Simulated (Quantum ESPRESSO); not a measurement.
## Magnetic state of LaAsRuO from several starts

Aim: find out which collinear order of LaAsRuO costs least.

Program: Quantum ESPRESSO 7.5. Level of theory: PBEsol; plane waves with GBRV 1.5 PBEsol potentials, no spin-orbit coupling. Results are calculated unless marked as measured.

## Step 1: Set-up

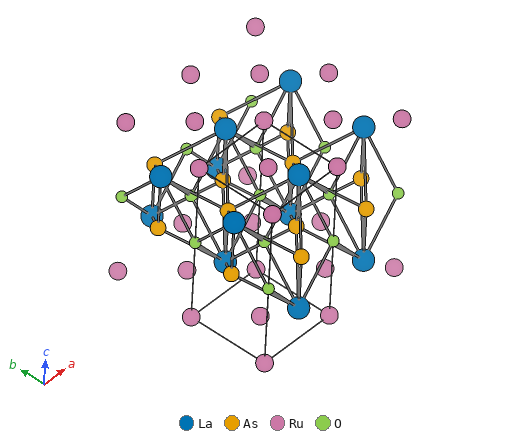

The starting structure, seen from a free direction (lanthanum blue, arsenic orange, ruthenium pink, oxygen green). 2×2×1 cells are drawn. Some periodic images of atoms are drawn too.

Coordinates:

```cif
data_structure
_symmetry_space_group_name_H-M 'P 1'
_symmetry_Int_Tables_number 1
_cell_length_a 4.1195
_cell_length_b 4.1195
_cell_length_c 8.4913
_cell_angle_alpha 90.000
_cell_angle_beta 90.000
_cell_angle_gamma 90.000
_cell_volume 144.10
loop_
_atom_site_label
_atom_site_type_symbol
_atom_site_fract_x
_atom_site_fract_y
_atom_site_fract_z
_atom_site_occupancy
La1 La 0.00000 0.50000 0.78984 1
La2 La 0.50000 0.00000 0.21016 1
As3 As 0.00000 0.50000 0.44518 1
As4 As 0.50000 0.00000 0.55481 1
Ru5 Ru 0.00000 0.00000 0.00000 1
Ru6 Ru 0.50000 0.50000 0.00000 1
O7 O 0.00000 0.00000 0.50000 1
O8 O 0.50000 0.50000 0.50000 1
```

The cell comes from Materials Project 2023-11-01, a database of computed structures, and need not be the stable phase.

## Step 2: Start 1: ferro ++

The signs are those of the starting moments on the seeded atoms, the atoms that are given a moment.

pw.in

```
&CONTROL
  calculation = 'scf'
  prefix = 'pwscf'
  outdir = './tmp'
  pseudo_dir = './pseudo'
  disk_io = 'nowf'
/
&SYSTEM
  ibrav = 0
  nat = 8
  ntyp = 4
  ecutwfc = 40
  ecutrho = 280
  nbnd = 52
  occupations = 'smearing'
  smearing = 'fd'
  degauss = 0.00734986
  nspin = 2
  starting_magnetization(1) = 0
  starting_magnetization(2) = 0
  starting_magnetization(3) = 0.0938
  starting_magnetization(4) = 0
/
&ELECTRONS
  conv_thr = 1.6d-08
  electron_maxstep = 150
  mixing_beta = 0.3
/
ATOMIC_SPECIES
La    138.9055 la_pbesol_v1.uspp.F.UPF
As     74.9216 as_pbesol_v1.uspp.F.UPF
Ru    101.0700 ru_pbesol_v1.2.uspp.F.UPF
O      15.9990 o_pbesol_v1.2.uspp.F.UPF
CELL_PARAMETERS angstrom
   4.1195000000    0.0000000000    0.0000000000
   0.0000000000    4.1195000000    0.0000000000
   0.0000000000    0.0000000000    8.4913000000
ATOMIC_POSITIONS crystal
La      0.0000000000    0.5000000000    0.7898370000
La      0.5000000000    0.0000000000    0.2101630000
As      0.0000000000    0.5000000000    0.4451850000
As      0.5000000000    0.0000000000    0.5548150000
Ru      0.0000000000    0.0000000000    0.0000000000
Ru      0.5000000000    0.5000000000    0.0000000000
O       0.0000000000    0.0000000000    0.5000000000
O       0.5000000000    0.5000000000    0.5000000000
K_POINTS automatic
6 6 6 0 0 0
```

Started as:

```sh
> OMP_NUM_THREADS=1 mpirun -n 4 pw.x -nk 4 -in pw.in > pw.out
```

The program printed:

```text
Program PWSCF v.7.5 starts

     Message from routine setup:
     using ibrav=0 with symmetry is DISCOURAGED, use correct ibrav instead

     K-points division:     npool     =       4
     Subspace diagonalization in iterative solution of the eigenvalue problem:

     G-vector sticks info
     --------------------
     sticks:   dense  smooth     PW     G-vecs:    dense   smooth      PW
     Sum        1353     777    233                77005    33257    5499

     Using Slab Decomposition

     bravais-lattice index     =            0
     lattice parameter (alat)  =       7.7847  a.u.
     unit-cell volume          =     972.4333 (a.u.)^3
     number of atoms/cell      =            8
     number of atomic types    =            4
     number of electrons       =        76.00
     number of Kohn-Sham states=           52
     kinetic-energy cutoff     =      40.0000  Ry
     charge density cutoff     =     280.0000  Ry
     scf convergence threshold =      1.6E-08
     mixing beta               =       0.3000
     number of iterations used =            8  plain     mixing
     Exchange-correlation= SLA  PW   PSX  PSC
                           (   1   4  10   8   0   0   0)

     celldm(1)=   7.784727  celldm(2)=   0.000000  celldm(3)=   0.000000
     celldm(4)=   0.000000  celldm(5)=   0.000000  celldm(6)=   0.000000

     crystal axes: (cart. coord. in units of alat)
               a(1) = (   1.000000   0.000000   0.000000 )
               a(2) = (   0.000000   1.000000   0.000000 )
               a(3) = (   0.000000   0.000000   2.061245 )

     reciprocal axes: (cart. coord. in units 2 pi/alat)
               b(1) = (  1.000000  0.000000  0.000000 )
               b(2) = (  0.000000  1.000000  0.000000 )
               b(3) = (  0.000000  0.000000  0.485144 )

     PseudoPot. # 1 for La read from file:
     la_pbesol_v1.uspp.F.UPF
     Pseudo is Ultrasoft + core correction, Zval = 11.0
     Generated by new atomic code, or converted to UPF format
     Using radial grid of  995 points,  8 beta functions with:
                l(1) =   0
                l(2) =   0
                l(3) =   1
                l(4) =   1
                l(5) =   2
                l(6) =   2
                l(7) =   3
                l(8) =   3
     Q(r) pseudized with  8 coefficients,  rinner =    1.700   1.700   1.700
                                                       1.700   1.700   1.700
                                                       1.700

     PseudoPot. # 2 for As read from file:
     as_pbesol_v1.uspp.F.UPF
     Pseudo is Ultrasoft + core correction, Zval =  5.0
     Generated by new atomic code, or converted to UPF format
     Using radial grid of  875 points,  6 beta functions with:
                l(1) =   0
                l(2) =   0
                l(3) =   1
                l(4) =   1
                l(5) =   2
                l(6) =   2
     Q(r) pseudized with  8 coefficients,  rinner =    1.300   1.300   1.300
                                                       1.300   1.300

     PseudoPot. # 3 for Ru read from file:
     ru_pbesol_v1.2.uspp.F.UPF
     Pseudo is Ultrasoft + core correction, Zval = 16.0
     Generated by new atomic code, or converted to UPF format
     Using radial grid of  967 points,  6 beta functions with:
                l(1) =   0
                l(2) =   0
                l(3) =   1
                l(4) =   1
                l(5) =   2
                l(6) =   2
     Q(r) pseudized with  8 coefficients,  rinner =    1.300   1.300   1.300
                                                       1.300   1.300

     PseudoPot. # 4 for O  read from file:
     o_pbesol_v1.2.uspp.F.UPF
     Pseudo is Ultrasoft + core correction, Zval =  6.0
     Generated by new atomic code, or converted to UPF format
     Using radial grid of  737 points,  5 beta functions with:
                l(1) =   0
                l(2) =   0
                l(3) =   1
                l(4) =   1
                l(5) =   2
     Q(r) pseudized with  8 coefficients,  rinner =    0.900   0.900   0.900
                                                       0.900   0.900

     atomic species   valence    mass     pseudopotential
     La               11.00   138.90550     La( 1.00)
     As                5.00    74.92160     As( 1.00)
     Ru               16.00   101.07000     Ru( 1.00)
     O                 6.00    15.99900     O ( 1.00)

     Starting magnetic structure
     atomic species   magnetization
     La              0.000
     As              0.000
     Ru              0.094
     O               0.000

     16 Sym. Ops., with inversion, found ( 8 have fractional translation)

   Cartesian axes

     site n.     atom                  positions (alat units)
         1        La     tau(   1) = (   0.0000000   0.5000000   1.6280478  )
         2        La     tau(   2) = (   0.5000000   0.0000000   0.4331975  )
         3        As     tau(   3) = (   0.0000000   0.5000000   0.9176355  )
         4        As     tau(   4) = (   0.5000000   0.0000000   1.1436098  )
         5        Ru     tau(   5) = (   0.0000000   0.0000000   0.0000000  )
         6        Ru     tau(   6) = (   0.5000000   0.5000000   0.0000000  )
         7        O      tau(   7) = (   0.0000000   0.0000000   1.0306226  )
         8        O      tau(   8) = (   0.5000000   0.5000000   1.0306226  )

     number of k points=    40  Fermi-Dirac smearing, width (Ry)=  0.0073
                       cart. coord. in units 2pi/alat
        k(    1) = (   0.0000000   0.0000000   0.0000000), wk =   0.0046296
        k(    2) = (   0.0000000   0.0000000   0.0808573), wk =   0.0092593
        k(    3) = (   0.0000000   0.0000000   0.1617145), wk =   0.0092593
        k(    4) = (   0.0000000   0.0000000  -0.2425718), wk =   0.0046296
        k(    5) = (   0.0000000   0.1666667   0.0000000), wk =   0.0185185
        [... 35 further k-points ...]

     Dense  grid:    77005 G-vectors     FFT dimensions: (  48,  48,  90)

     Smooth grid:    33257 G-vectors     FFT dimensions: (  32,  32,  72)

     Generating pointlists ...
     new r_m :   0.2729 (alat units)  2.1244 (a.u.) for type    1
     new r_m :   0.2115 (alat units)  1.6461 (a.u.) for type    2
     new r_m :   0.2729 (alat units)  2.1244 (a.u.) for type    3
     new r_m :   0.2115 (alat units)  1.6461 (a.u.) for type    4

     Initial potential from superposition of free atoms

     starting charge      73.9407, renormalised to      76.0000

     negative rho (up, down):  1.579E-01 1.442E-01
     Starting wfcs are   82 randomized atomic wfcs

     Self-consistent Calculation

     iteration #  1     ecut=    40.00 Ry     beta= 0.30
     Davidson diagonalization with overlap
     ethr =  1.00E-02,  avg # of iterations =  2.0

     negative rho (up, down):  1.274E-01 1.180E-01

     total energy              =    -715.04803822 Ry
     estimated scf accuracy    <      52.21311849 Ry

     total magnetization       =     0.39 Bohr mag/cell
     absolute magnetization    =     0.44 Bohr mag/cell

     iteration #  2     ecut=    40.00 Ry     beta= 0.30
     Davidson diagonalization with overlap
     ethr =  1.00E-02,  avg # of iterations =  7.5

     negative rho (up, down):  1.282E-01 1.197E-01

     total energy              =    -725.48093118 Ry
     estimated scf accuracy    <     264.76908468 Ry

     total magnetization       =     0.01 Bohr mag/cell
     absolute magnetization    =     0.05 Bohr mag/cell

     iteration #  3     ecut=    40.00 Ry     beta= 0.30
     Davidson diagonalization with overlap
     ethr =  1.00E-02,  avg # of iterations =  8.1

     negative rho (up, down):  1.260E-01 1.179E-01

     total energy              =    -736.97625423 Ry
     estimated scf accuracy    <       5.27184518 Ry

     total magnetization       =     0.44 Bohr mag/cell
     absolute magnetization    =     0.78 Bohr mag/cell

     [... further iterations left out ...]

     iteration # 19     ecut=    40.00 Ry     beta= 0.30
     Davidson diagonalization with overlap
     ethr =  2.86E-10,  avg # of iterations =  4.7

     negative rho (up, down):  1.060E-01 1.060E-01

     total energy              =    -737.07069855 Ry
     estimated scf accuracy    <       0.00000035 Ry

     total magnetization       =    -0.00 Bohr mag/cell
     absolute magnetization    =     0.00 Bohr mag/cell

     iteration # 20     ecut=    40.00 Ry     beta= 0.30
     Davidson diagonalization with overlap
     ethr =  2.86E-10,  avg # of iterations =  3.0

     negative rho (up, down):  1.060E-01 1.060E-01

     total energy              =    -737.07069860 Ry
     estimated scf accuracy    <       0.00000002 Ry

     total magnetization       =     0.00 Bohr mag/cell
     absolute magnetization    =     0.00 Bohr mag/cell

     iteration # 21     ecut=    40.00 Ry     beta= 0.30
     Davidson diagonalization with overlap
     ethr =  2.75E-11,  avg # of iterations =  5.0

     negative rho (up, down):  1.060E-01 1.060E-01

     total energy              =    -737.07069861 Ry
     estimated scf accuracy    <       0.00000009 Ry

     total magnetization       =     0.00 Bohr mag/cell
     absolute magnetization    =     0.00 Bohr mag/cell

     iteration # 22     ecut=    40.00 Ry     beta= 0.30
     Davidson diagonalization with overlap
     ethr =  2.75E-11,  avg # of iterations =  4.3

     negative rho (up, down):  1.060E-01 1.060E-01

     Magnetic moment per site  (integrated on atomic sphere of radius R)
     atom   1 (R=0.273)  charge=  7.5411  magn=  0.0000
     atom   2 (R=0.273)  charge=  7.5411  magn=  0.0000
     atom   3 (R=0.211)  charge=  1.8059  magn=  0.0000
     atom   4 (R=0.211)  charge=  1.8059  magn=  0.0000
     atom   5 (R=0.273)  charge= 14.2868  magn= -0.0000
     atom   6 (R=0.273)  charge= 14.2868  magn= -0.0000
     atom   7 (R=0.211)  charge=  5.6750  magn=  0.0000
     atom   8 (R=0.211)  charge=  5.6750  magn=  0.0000

     End of self-consistent calculation

     [... lines left out ...]
     the Fermi energy is    13.1298 ev

!    total energy              =    -737.07069861 Ry
     estimated scf accuracy    <          2.2E-09 Ry
     smearing contrib. (-TS)   =      -0.01278163 Ry
     internal energy E=F+TS    =    -737.05791699 Ry

     The total energy is F=E-TS. E is the sum of the following terms:
     one-electron contribution =    -262.41037580 Ry
     hartree contribution      =     173.46714349 Ry
     xc contribution           =    -226.97450558 Ry
     ewald contribution        =    -421.14017910 Ry

     total magnetization       =    -0.00 Bohr mag/cell
     absolute magnetization    =     0.00 Bohr mag/cell

     convergence has been achieved in  22 iterations

=------------------------------------------------------------------------------=
   JOB DONE.
=------------------------------------------------------------------------------=
```

Run time: 4.6 min. Hardware: 4 MPI ranks of Arm Neoverse V1, shared host; peak memory 1.5 GiB.

The spin moment in the atom's sphere vanishes on all atoms.

Numbers from this step:

| Quantity | Value |
| --- | --- |
| smearing term TS | 0.1739 eV |
| magnetization | 0 μB |
| absolute magnetization | 0 μB |
| final state | non-magnetic |

(Part 1 of 2 ends here.)

[Logs and program files are shortened in this print: banners, set-up blocks, solver, clock and traceback lines can be left out without a mark of their own.]

[Logs are printed without paths, hosts, clocks, repeated set-up lines and the standing remarks that a program may print on its own settings, such as how far it seeks lower states.]

[Hosts, paths, dates, database ids (printed as entryN), source tags and the programs' standing remarks are cut or masked in the printed files.]

[Where a cell is said to come from a database of computed structures, the database is the Materials Project.]
